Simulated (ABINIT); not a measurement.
# Quasiparticle gap of BN (P6_3mc) in ABINIT, part 2 of 3

Wanted: ground state, empty states, screening and self-energy for BN (P6_3mc).

ABINIT 10.8.3; LDA and many-body steps on it, plane waves. Known limits of the many-body steps: not at the basis limit; coarse k mesh.

So far. Step 2 (Ground state): The gap is indirect, with the least direct gap 3.23 eV higher.

The database entry behind the starting cell has ideal inner coordinates that were not refined, so it need not match the best structure at ambient conditions.

## Step 3: Bands along the symmetry lines

Level of this step: DFT, LDA, plane waves, norm-conserving pseudopotentials (ABINIT).

Levels along a band path, at the cheap level, show where the edges lie and whether the meshes to come will hold them.

File run.abi:

```
acell 3*1.0 Angstrom
rprim 
  2.536000000002 -0.000000000000 0.000000000000
  -1.268000000000 2.196240423999 0.000000000000
  0.000000000000 0.000000000000 4.199000000000
ntypat 2
znucl 5 7
natom 4
typat 1 1 2 2
xred 
  0.666666666667 0.333333333333 0.000000000000
  0.333333333333 0.666666666667 0.500000000000
  0.666666666667 0.333333333333 0.375000000000
  0.333333333333 0.666666666667 0.875000000000
pp_dirpath "pseudos"
pseudos "B.upf, N.upf"
ecut 36
iscf -2
irdden 1
kptopt 0
nkpt 75
kpt 
  0.00000000 0.00000000 0.00000000
  0.06250000 0.00000000 0.00000000
  0.12500000 0.00000000 0.00000000
  0.18750000 0.00000000 0.00000000
  0.25000000 0.00000000 0.00000000
  0.31250000 0.00000000 0.00000000
  0.37500000 0.00000000 0.00000000
  0.43750000 0.00000000 0.00000000
  0.50000000 0.00000000 0.00000000
  0.47916667 0.04166667 0.00000000
  0.45833333 0.08333333 0.00000000
  0.43750000 0.12500000 0.00000000
  0.41666666 0.16666666 0.00000000
  0.39583333 0.20833333 0.00000000
  0.37500000 0.25000000 0.00000000
  0.35416666 0.29166666 0.00000000
  0.33333333 0.33333333 0.00000000
  0.29166666 0.29166666 0.00000000
  0.25000000 0.25000000 0.00000000
  0.20833333 0.20833333 0.00000000
  0.16666666 0.16666666 0.00000000
  0.12500000 0.12500000 0.00000000
  0.08333333 0.08333333 0.00000000
  0.04166667 0.04166667 0.00000000
  0.00000000 0.00000000 0.00000000
  0.00000000 0.00000000 0.06250000
  0.00000000 0.00000000 0.12500000
  0.00000000 0.00000000 0.18750000
  0.00000000 0.00000000 0.25000000
  0.00000000 0.00000000 0.31250000
  0.00000000 0.00000000 0.37500000
  0.00000000 0.00000000 0.43750000
  0.00000000 0.00000000 0.50000000
  0.06250000 0.00000000 0.50000000
  0.12500000 0.00000000 0.50000000
  0.18750000 0.00000000 0.50000000
  0.25000000 0.00000000 0.50000000
  0.31250000 0.00000000 0.50000000
  0.37500000 0.00000000 0.50000000
  0.43750000 0.00000000 0.50000000
  0.50000000 0.00000000 0.50000000
  0.47916667 0.04166667 0.50000000
  0.45833333 0.08333333 0.50000000
  0.43750000 0.12500000 0.50000000
  0.41666666 0.16666666 0.50000000
  0.39583333 0.20833333 0.50000000
  0.37500000 0.25000000 0.50000000
  0.35416666 0.29166666 0.50000000
  0.33333333 0.33333333 0.50000000
  0.29166666 0.29166666 0.50000000
  0.25000000 0.25000000 0.50000000
  0.20833333 0.20833333 0.50000000
  0.16666666 0.16666666 0.50000000
  0.12500000 0.12500000 0.50000000
  0.08333333 0.08333333 0.50000000
  0.04166667 0.04166667 0.50000000
  0.00000000 0.00000000 0.50000000
  0.50000000 0.00000000 0.50000000
  0.50000000 0.00000000 0.43750000
  0.50000000 0.00000000 0.37500000
  0.50000000 0.00000000 0.31250000
  0.50000000 0.00000000 0.25000000
  0.50000000 0.00000000 0.18750000
  0.50000000 0.00000000 0.12500000
  0.50000000 0.00000000 0.06250000
  0.50000000 0.00000000 0.00000000
  0.33333333 0.33333333 0.50000000
  0.33333333 0.33333333 0.43750000
  0.33333333 0.33333333 0.37500000
  0.33333333 0.33333333 0.31250000
  0.33333333 0.33333333 0.25000000
  0.33333333 0.33333333 0.18750000
  0.33333333 0.33333333 0.12500000
  0.33333333 0.33333333 0.06250000
  0.33333333 0.33333333 0.00000000
istwfk *1
nband 19
nbdbuf 6
tolwfr 1e-07
nstep 50
prtwf 0
prtvol 0
indata_prefix "in"
outdata_prefix "out"
tmpdata_prefix "tmp"
```

Launch:

```
OMP_NUM_THREADS=1 mpirun -n 4 abinit run.abi > log
```

Numbers of over 12 decimals in the logs are rounded to 6 here.

What it wrote:

```text
.Version 10.8.3 of ABINIT. v10.8.2 released Aug 2026.

 Symmetries : space group P6_3 m c (#186); Bravais hP (primitive hexag.)
[... echo of the input left out ...]
== DATASET  1 ==================================================================
-   mpi_nproc: 4, omp_nthreads: 1 (-1 if OMP is not activated)

--- !DatasetInfo
iteration_state: {dtset: 1, }
dimensions: {natom: 4, nkpt: 75, mband: 19, nsppol: 1, nspinor: 1, nspden: 1, mpw: 1677, }
cutoff_energies: {ecut:  36.0, pawecutdg:  -1.0, }
electrons: {nelect:   1.60000000E+01, charge:   0.00000000E+00, occopt:   1.00000000E+00, tsmear:   1.00000000E-02, }

 Real(R)+Recip(G) space primitive vectors, cartesian coordinates (Bohr,Bohr^-1):
 R(1)=  4.7923455  0.0000000  0.0000000  G(1)=  0.2086661  0.1204734  0.0000000
 R(2)= -2.3961727  4.1502929  0.0000000  G(2)=  0.0000000  0.2409468  0.0000000
 R(3)=  0.0000000  0.0000000  7.9349600  G(3)=  0.0000000  0.0000000  0.1260246
 Unit cell volume ucvol=  1.5782348E+02 bohr^3
 Angles (23,13,12)=  9.00000000E+01  9.00000000E+01  1.20000000E+02 degrees

 getcut: wavevector=  0.0000  0.0000  0.0000  ngfft=  27  27  45
         ecut(hartree)=     36.000   => boxcut(ratio)=   2.01065

--- Pseudopotential description ------------------------------------------------
- B Generated using ONCVPSP code by D. R. Hamann
-  5.00000   3.00000  180309                  znucl, zion, pspdat
12 -1012 1 -1 1498                            pspcod,pspxc,lmax,lloc,mmax
     nproj     2     2
  pspatm : epsatm=    3.19369156
         --- l  ekb(1:nproj) -->
             0    8.437831    1.245441
             1   -3.670611   -0.766497
 pspatm: atomic psp has been read  and splines computed

- N Generated using ONCVPSP code by D. R. Hamann
-  7.00000   5.00000  180309                  znucl, zion, pspdat
12 -1012 1 -1 1058                            pspcod,pspxc,lmax,lloc,mmax
     nproj     2     2
  pspatm : epsatm=    5.30777321
         --- l  ekb(1:nproj) -->
             0    7.408032    0.617798
[...]
pspatm: atomic psp has been read  and splines computed

--------------------------------------------------------------------------------

================================================================================
 prteigrs : about to open file out_EIG
 Non-SCF case, kpt    1 (  0.00000  0.00000  0.00000), residuals and eigenvalues=
  4.18E-08  3.48E-08  4.92E-09  1.93E-08  4.10E-08  2.76E-08  1.60E-08  6.37E-08
  3.24E-08  6.84E-08  6.34E-08  7.43E-08  1.75E-08  4.38E-08  5.80E-08  5.00E-07
[...]
-4.4306E-01 -2.8633E-01 -1.0071E-01  2.2589E-01  2.2589E-01  2.9532E-01
  3.0459E-01  3.0459E-01  6.1226E-01  6.1226E-01  6.1925E-01  6.6538E-01
  7.0962E-01  7.4237E-01  7.4237E-01  8.9520E-01  1.0993E+00  1.1066E+00
  1.1066E+00
 Non-SCF case, kpt    2 (  0.06250  0.00000  0.00000), residuals and eigenvalues=
[...]
1.1490E+00
 Non-SCF case, kpt    3 (  0.12500  0.00000  0.00000), residuals and eigenvalues=
[...]
1.1097E+00
[...]
Non-SCF case, kpt   74 (  0.33333  0.33333  0.06250), residuals and eigenvalues=
[...]
1.0771E+00
 Non-SCF case, kpt   75 (  0.33333  0.33333  0.00000), residuals and eigenvalues=
[...]
1.0419E-01  1.0419E-01  4.9024E-01  8.0024E-01  8.0024E-01  8.1115E-01
  8.3705E-01  8.3705E-01  8.6510E-01  8.6510E-01  1.0608E+00  1.0630E+00
  1.0722E+00

--- !ResultsGS
iteration_state: {dtset: 1, }
comment   : Summary of ground state results
lattice_vectors:
- [  4.7923455,  -0.0000000,   0.0000000, ]
- [ -2.3961727,   4.1502929,   0.0000000, ]
- [  0.0000000,   0.0000000,   7.9349600, ]
lattice_lengths: [   4.79235,    4.79235,    7.93496, ]
lattice_angles: [ 90.000,  90.000, 120.000, ] # degrees, (23, 13, 12)
lattice_volume:   1.5782348E+02
convergence: {deltae:  0.000E+00, res2:  0.000E+00, residm:  9.981E-08, diffor:  0.000E+00, }
etotal    :  -2.68484797E+01
entropy   :   0.00000000E+00
fermie    :   3.04594368E-01
cartesian_stress_tensor: null
pressure_GPa: null
xred      :
- [  6.6667E-01,   3.3333E-01,  -1.9429E-16,  B]
- [  3.3333E-01,   6.6667E-01,   5.0000E-01,  B]
- [  6.6667E-01,   3.3333E-01,   3.7500E-01,  N]
- [  3.3333E-01,   6.6667E-01,   8.7500E-01,  N]
cartesian_forces: null
force_length_stats: {min: null, max: null, mean: null, }

 Integrated electronic density in atomic spheres:
 ------------------------------------------------
 Atom  Sphere_radius  Integrated_density
[...]
================================================================================

 ----iterations are completed or convergence reached----

 Mean square residual over all n,k,spin=   46.845E-09; max=  99.811E-09
 reduced coordinates (array xred) for    4 atoms
[...]
cartesian coordinates (angstrom) at end:
    1      1.268000     0.732080    -0.000000
    2      6.7e-13     1.464160     2.099500
    3      1.268000     0.732080     1.574625
    4      6.7e-13     1.464160     3.674125
 length scales=  1.889726125908  1.889726125908  1.889726125908 bohr
              =  1.000000000000  1.000000000000  1.000000000000 angstroms
 prteigrs : about to open file out_EIG
 Eigenvalues (hartree) for nkpt=  75  k points:
 kpt#   1, nband= 19, wtk=  1.00000, kpt=  0.0000  0.0000  0.0000 (reduced coord)
[...]
kpt#   2, nband= 19, wtk=  1.00000, kpt=  0.0625  0.0000  0.0000 (reduced coord)
[...]
kpt#   3, nband= 19, wtk=  1.00000, kpt=  0.1250  0.0000  0.0000 (reduced coord)
[...]
kpt#  74, nband= 19, wtk=  1.00000, kpt=  0.3333  0.3333  0.0625 (reduced coord)
[...]
1.05759    1.06461    1.07709
 kpt#  75, nband= 19, wtk=  1.00000, kpt=  0.3333  0.3333  0.0000 (reduced coord)
  -0.24269   -0.24269   -0.04120    0.04063    0.04063    0.10067    0.10419    0.10419
   0.49024    0.80024    0.80024    0.81115    0.83705    0.83705    0.86510    0.86510
   1.06081    1.06296    1.07216

== END DATASET(S) ==============================================================
================================================================================

 -outvars: echo values of variables after computation  --------
            nband          19
             nkpt          75
          spgroup         186
 [... the other variables as echoed above ...]

 Calculation completed.
```

It took 7.4 s on 4 MPI ranks of Arm Neoverse V2, shared host; peak memory 0.27 GiB.

This step gave:

```
gap                        : 5.052 eV
k of the valence top       : 0, 0, 0
k of the conduction bottom : 0.3333, 0.3333, 0
least direct gap           : 8.292 eV
```

The gap is 5.052 eV, as in the run before at this level.

Electronic bands along the path, in eV, zero at the top of the highest filled band; v1 is the highest filled band, c1 the lowest empty one:

```
    point     v4     v3     v2     v1    c1     c2     c3     c4
        Γ  -2.14  -0.25   0.00   0.00  8.37   8.37   8.56   9.82
        M  -6.94  -5.05  -4.48  -2.15  6.76   7.92  10.65  11.61
        K  -7.18  -5.55  -5.45  -5.45  5.05  13.49  13.49  13.78
        Γ  -2.14  -0.25   0.00   0.00  8.37   8.37   8.56   9.82
        A  -1.19  -1.19  -1.19  -1.19  9.63   9.63   9.94   9.94
        L  -3.82  -3.82  -3.60  -3.60  6.61   6.61  10.12  10.12
        H  -7.88  -7.88  -3.07  -3.07  9.42   9.42  10.09  10.09
        A  -1.19  -1.19  -1.19  -1.19  9.63   9.63   9.94   9.94
jump to L  -3.82  -3.82  -3.60  -3.60  6.61   6.61  10.12  10.12
        M  -6.94  -5.05  -4.48  -2.15  6.76   7.92  10.65  11.61
jump to H  -7.88  -7.88  -3.07  -3.07  9.42   9.42  10.09  10.09
        K  -7.18  -5.55  -5.45  -5.45  5.05  13.49  13.49  13.78
```

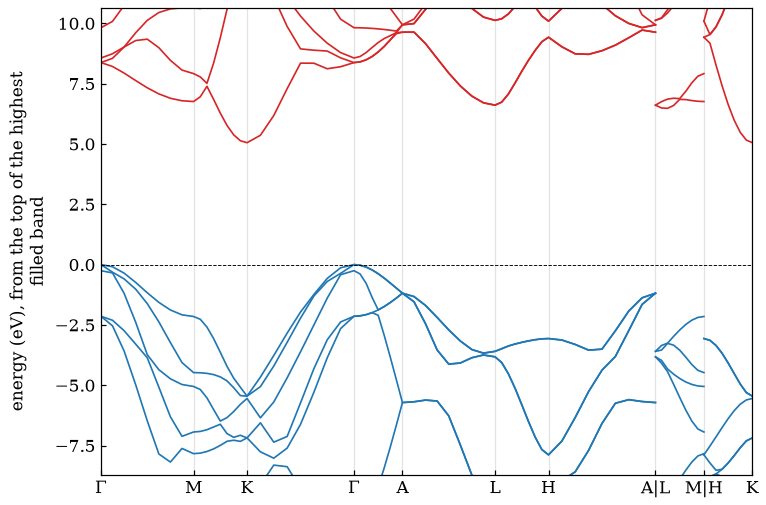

Electronic bands along the path; lines of filled and empty bands in two colours.

## Step 4: Empty states on the mesh, 6×6×4 mesh, 128 bands

The sums over transitions need many empty states on a uniform mesh; this step solves for them.

File run.abi:

```
acell 3*1.0 Angstrom
rprim 
  2.536000000002 -0.000000000000 0.000000000000
  -1.268000000000 2.196240423999 0.000000000000
  0.000000000000 0.000000000000 4.199000000000
ntypat 2
znucl 5 7
natom 4
typat 1 1 2 2
xred 
  0.666666666667 0.333333333333 0.000000000000
  0.333333333333 0.666666666667 0.500000000000
  0.666666666667 0.333333333333 0.375000000000
  0.333333333333 0.666666666667 0.875000000000
pp_dirpath "pseudos"
pseudos "B.upf, N.upf"
ecut 36
ngkpt 6 6 4
nshiftk 1
shiftk 0 0 0
kptopt 1
chksymbreak 0
irdden 1
istwfk *1
nband 128
prtvol 0
optdriver 6
gwr_task "HDIAGO"
paral_kgb 0
occopt 1
indata_prefix "in"
outdata_prefix "out"
tmpdata_prefix "tmp"
```

What it wrote:

```text
[banner, memory and clock lines left out]
.Version 10.8.3 of ABINIT. v10.8.2 released Aug 2026.

 Symmetries : space group P6_3 m c (#186); Bravais hP (primitive hexag.)
[... echo of the input left out ...]
== DATASET  1 ==================================================================
-   mpi_nproc: 4, omp_nthreads: 1 (-1 if OMP is not activated)

--- !DatasetInfo
iteration_state: {dtset: 1, }
dimensions: {natom: 4, nkpt: 21, mband: 128, nsppol: 1, nspinor: 1, nspden: 1, mpw: 1677, }
cutoff_energies: {ecut:  36.0, pawecutdg:  -1.0, }
electrons: {nelect:   1.60000000E+01, charge:   0.00000000E+00, occopt:   1.00000000E+00, tsmear:   1.00000000E-02, }

.Using double precision arithmetic; gwpc =  8

- Reading GS density from: in_DEN

--- Pseudopotential description ------------------------------------------------
- B Generated using ONCVPSP code by D. R. Hamann
-  5.00000   3.00000  180309                  znucl, zion, pspdat
12 -1012 1 -1 1498                            pspcod,pspxc,lmax,lloc,mmax
     nproj     2     2
  pspatm : epsatm=    3.19369156
         --- l  ekb(1:nproj) -->
             0    8.437831    1.245441
             1   -3.670611   -0.766497
 pspatm: atomic psp has been read  and splines computed

- N Generated using ONCVPSP code by D. R. Hamann
-  7.00000   5.00000  180309                  znucl, zion, pspdat
12 -1012 1 -1 1058                            pspcod,pspxc,lmax,lloc,mmax
     nproj     2     2
  pspatm : epsatm=    5.30777321
         --- l  ekb(1:nproj) -->
             0    7.408032    0.617798
             1   -4.361519   -1.032581
 pspatm: atomic psp has been read  and splines computed

   2.72046872E+02                                ecore*ucvol(ha*bohr**3)

 Total charge density [el/Bohr^3]
)     Maximum=    5.6421E-01  at reduced coord.    0.4074    0.8148    0.8889
)     Minimum=    7.8223E-03  at reduced coord.    0.6667    0.3333    0.0000
   Integrated=    1.6000E+01

 === KS gaps after direct diagonalization ===
 Indirect band gap semiconductor
 Fundamental gap:     5.052 (eV)
   VBM:     8.288 (eV) at k: [ 0.0000E+00,  0.0000E+00,  0.0000E+00]
   CBM:    13.340 (eV) at k: [ 3.3333E-01,  3.3333E-01,  0.0000E+00]
 Direct gap:         8.334 (eV) at k: [ 1.6667E-01,  0.0000E+00,  0.0000E+00]

== END DATASET(S) ==============================================================

 -outvars: echo values of variables after computation  --------
           etotal      0.0000000000E+00
            nband         128
             nkpt          21
          spgroup         186
 [... the other variables as echoed above ...]

 Calculation completed.
```

Wall time 24 s (4 MPI ranks); peak memory 0.83 GiB; 96 s of CPU time.

This step gave:

- gap: 5.052 eV
- k of the valence top: 0, 0, 0
- k of the conduction bottom: 0.3333, 0.3333, 0
- least direct gap: 8.334 eV
- k points computed: 21
- lowest point of the top converged band, above the valence top: 144.7222 eV

On this mesh the gap is 5.052 eV.

## Step 5: Screening, 6×6×4 mesh, 120 bands, screening to 244.9 eV

The RPA dielectric matrix is built and inverted for each q.

This step: RPA screening on LDA, plane waves, norm-conserving pseudopotentials.

run.abi: that of step 4 with these lines changed.

```diff
@@ -22,10 +22,11 @@
 chksymbreak 0
-irdden 1
 istwfk *1
-nband 128
-prtvol 0
-optdriver 6
-gwr_task "HDIAGO"
-paral_kgb 0
 occopt 1
+irdwfk 1
+optdriver 3
+nband 120
+ecuteps 9
+inclvkb 2
+awtr 1
+symchi 1
 indata_prefix "in"
```

What it wrote:

```text
.Version 10.8.3 of ABINIT. v10.8.2 released Aug 2026.

 Symmetries : space group P6_3 m c (#186); Bravais hP (primitive hexag.)
[... echo of the input left out ...]
== DATASET  1 ==================================================================
-   mpi_nproc: 4, omp_nthreads: 1 (-1 if OMP is not activated)

--- !DatasetInfo
iteration_state: {dtset: 1, }
dimensions: {natom: 4, nkpt: 21, mband: 120, nsppol: 1, nspinor: 1, nspden: 1, mpw: 1677, }
cutoff_energies: {ecut:  36.0, pawecutdg:  -1.0, }
electrons: {nelect:   1.60000000E+01, charge:   0.00000000E+00, occopt:   1.00000000E+00, tsmear:   1.00000000E-02, }

 SCREENING: Calculation of the susceptibility and dielectric matrices

 Based on a program developped by R.W. Godby, V. Olevano, G. Onida, and L. Reining.
 Incorporated in ABINIT by V. Olevano, G.-M. Rignanese, and M. Torrent.
.Using double precision arithmetic ; gwpc =  8

[... cell and pseudopotentials left out ...]
--------------------------------------------------------------------------------

 ==== K-mesh for the wavefunctions ====
 Number of points in the irreducible wedge :    21
[... list of points left out ...]
 Together with 12 symmetry operations and time-reversal symmetry
 yields   144 points in the full Brillouin Zone.

 ==== Q-mesh for the screening function ====
 Number of points in the irreducible wedge :    21
[... list of points left out ...]
 Together with 12 symmetry operations and time-reversal symmetry
 yields   144 points in the full Brillouin Zone.

 setmesh: FFT mesh size selected  =    18x   18x   36
          total number of points  =        11664

 vcoul_init : cutoff-mode = AUXILIARY_FUNCTION
 q-points for optical limit:   1
     1)      0.000010    0.000020    0.000030

- screening: taking advantage of time-reversal symmetry
- Maximum band index for partially occupied states nbvw = 8
- Remaining bands to be divided among processors   nbcw = 112
- Number of bands treated by each node ~28

 Number of electrons calculated from density =   16.0000; Expected =   16.0000
 average of density, n =  0.101379
 r_s =    1.3304
 omega_plasma =   30.7135 [eV]

 calculating chi0 at frequencies [eV] :
  1    0.000000E+00    0.000000E+00
  2    0.000000E+00    3.071353E+01

--------------------------------------------------------------------------------
  q-point number  1        q = ( 0.000000, 0.000000, 0.000000) [r.l.u.]
--------------------------------------------------------------------------------
[... chi0 elements left out ...]
 For q-point:  0.000010 0.000020 0.000030
  dielectric constant =   4.3874
  dielectric constant without local fields =   4.7384

  Average fulfillment of the sum rule on Im[epsilon] for q-point    1 :     88.92  [%]
[... wings left out ...]
  q-point number  2        q = ( 0.166667, 0.000000, 0.000000) [r.l.u.]
--------------------------------------------------------------------------------
[... chi0 elements left out ...]
  Average fulfillment of the sum rule on Im[epsilon] for q-point    2 :     95.22  [%]

 [... 19 further q-points ...]
```

It took 85 s on 4 MPI ranks; peak memory 0.91 GiB.

Numbers from this step:

```yaml
eps_infinity_with_local_fields_on_this_mesh_along_the_program_s_q_direction: 4.387
the_same_without_local_fields: 4.738
plasma_frequency: 30.71 eV
plane_waves_in_the_screening_matrix: 209
```

Local fields lower ε∞ by 7 %. On a Γ-centred mesh this coarse the value itself is usually too large, while a short band sum pulls it down.

(Part 2 of 3 ends here.)

[Paths, hosts, dates, memory and timing lines, banners, echoed tables and standing remarks are left out of the program output.]

[Logs are printed without paths, hosts, clocks, repeated set-up lines and the standing remarks that a program may print on its own settings, such as how far it seeks lower states.]

[Runs of the session that timed out or met a known fault of the program may be left out.]

[Hosts, paths, dates, database ids (printed as entryN), source tags and the programs' standing remarks are cut or masked in the printed files.]

[G0W0 gaps are taken among the corrected bands and points alone; a level outside them can change the order at an edge.]

[Where Ansatz stands beside ABINIT at settings called matched, ABINIT's density can come from a denser mesh and the files from another edition; pairs whose starting gaps differed by over 0.03 eV were left out, so agreement reads better than it is.]
